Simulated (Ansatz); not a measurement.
CH3F3Ge (SMILES [CH3][Ge]([F])([F])[F])

The calculation's input:

```
crystal:
  periodic: [false, false, false]
  atoms:
    - {symbol: C, position_ang: [-1.177192, -0.233803, 0.543703]}
    - {symbol: F, position_ang: [-1.248545, -3.140332, -0.419021]}
    - {symbol: F, position_ang: [1.195996, -2.167567, 0.449767]}
    - {symbol: F, position_ang: [0.159452, -1.336925, -1.981572]}
    - {symbol: Ge, position_ang: [-0.281541, -1.696846, -0.338021]}
    - {symbol: H, position_ang: [-0.504921, 0.644209, 0.560762]}
    - {symbol: H, position_ang: [-2.101662, 0.011588, -0.011537]}
    - {symbol: H, position_ang: [-1.428721, -0.534531, 1.577842]}
basis:
  gaussian:
    orbitals: def2-TZVPD
hamiltonian:
  xc: {name: PBE0}
output:
  forces: true
  orbitals: {seedname: orbitals}
```

Run with:

```sh
ansatz run input.yaml --threads 2 --pin off --max-ram 4350MiB --events-out events.jsonl --progress --plain --runs-dir runs
```

Geometry: PBE-D3(BJ)/def2-SVP.

The calculation used isolated molecule in a Gaussian basis; Kohn-Sham density functional theory, functional PBE0 in Ansatz 0.2.0.

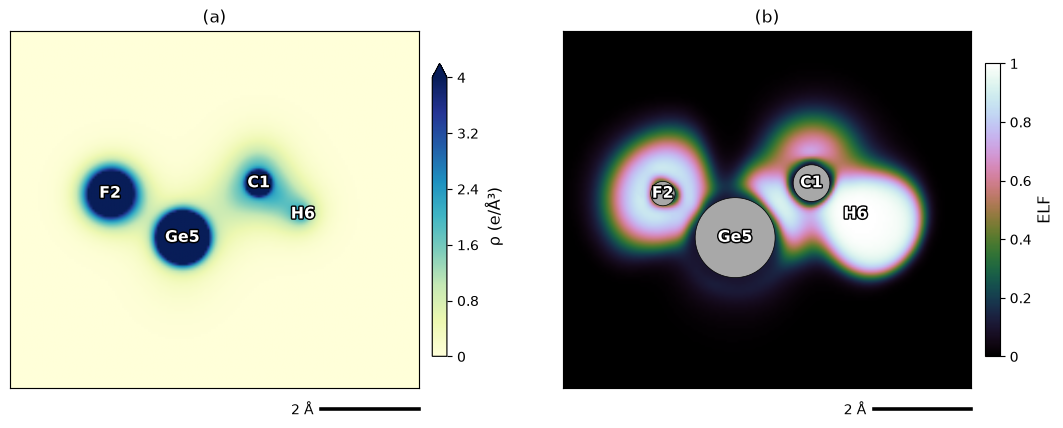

Figure 1. (a) total electron density; (b) ELF on the plane of atoms C1, Ge5 and F2. Grey discs cover the atomic cores in the ELF map.

Q: Interpret the plot.

A: Atoms in the plane: C, F, Ge and H.
Ge–F (1.74 Å): ρ at the midpoint is about 0.99 e/Å³; the ELF peaks at about 0.80 in the valence shell of F, 0.5 Å from its nucleus, and is about 0.25 at the midpoint.
C–Ge (1.93 Å): the density is about 0.93 e/Å³ at the midpoint; the ELF peaks at about 0.90 between the atoms (a shared electron pair).
C–H (1.11 Å): the density is about 1.9 e/Å³ at the midpoint; the ELF climbs to about 1 towards the hydrogen, as it does in any bond to H; a covalent bond by its length.
The ELF also peaks beside F2, away from the bonds: lone-pair regions.

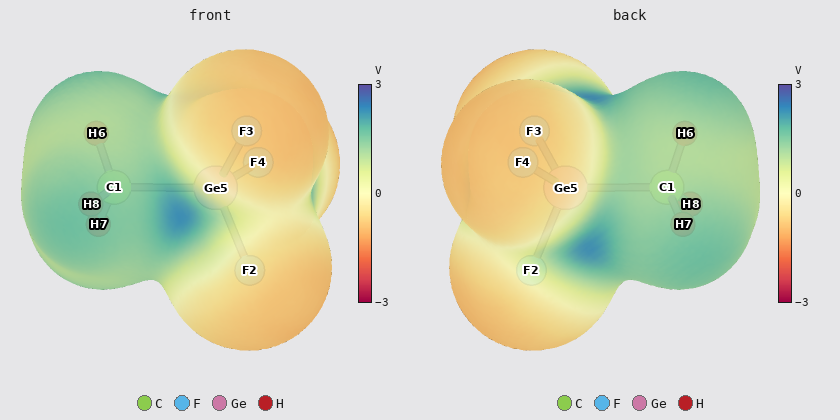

Figure 2. The molecular electrostatic potential painted on the density surface at 0.002 e/bohr³, seen from the front and from behind; the colour scale runs from red (negative) to blue (positive).

Q: Which sites attract a positive test charge, and which a negative one?

A: A positive charge is drawn to the negative regions and a negative charge to the positive ones. The most negative region (about −1.0 V) lies over F2, F3 and F4, the most positive (about +2.3 V) over Ge5.

Q: What dipole moment does the calculation give?

A: Its dipole moment is 3.83 D.

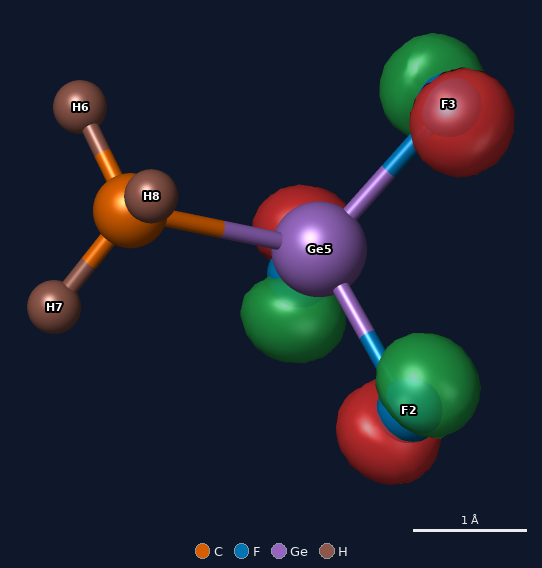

Figure 3. The HOMO−1 at ±0.3 Å⁻³ᐟ² (green and red are the two phases), seen at a tilt.

Q: Describe this orbital and give its energy.

A: Its weight (Hirshfeld) is mainly on F2 (about 30 %), F3 (about 30 %) and F4 (about 30 %); largely a combination of lone pairs on F2, F3 and F4. Its energy is −11.60 eV.

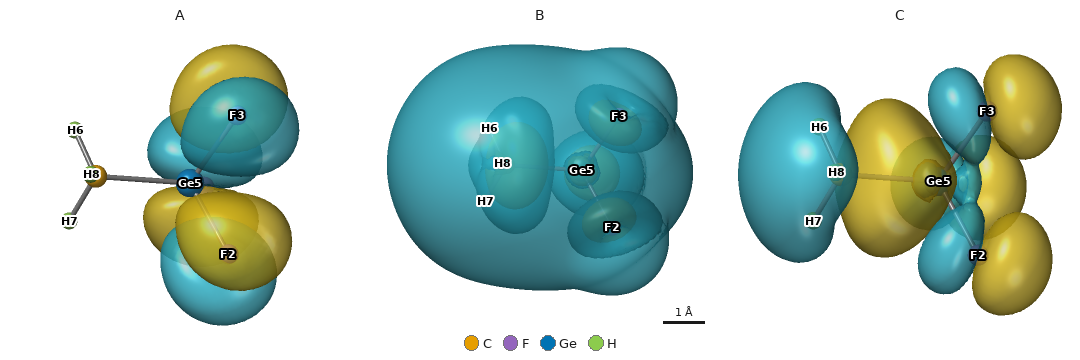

Figure 4. Three frontier orbitals at ±0.04 Å⁻³ᐟ² (yellow and cyan are the two phases), in no order.

Q: Order the three orbitals by energy and name them.

A: A is the HOMO−1 (−11.60 eV). By Hirshfeld shares it lies mainly on F2 (about 30 %), F3 (about 30 %) and F4 (about 30 %); largely a combination of lone pairs on F2, F3 and F4. C is the HOMO (−10.59 eV). By Hirshfeld shares it lies mainly on C1 (about 35 %), Ge5 (about 20 %), F3 (about 15 %), F2 (about 15 %) and F4 (about 15 %). B is the LUMO (−0.90 eV). Its weight (Hirshfeld) is mainly on Ge5 (about 40 %), C1 (about 15 %), F3 (about 10 %), F2 (about 10 %), F4 (about 10 %), H6 (about 5 %), H7 (about 5 %) and H8 (about 5 %).

Q: What is the HOMO–LUMO gap?

A: 9.69 eV between the orbital energies.
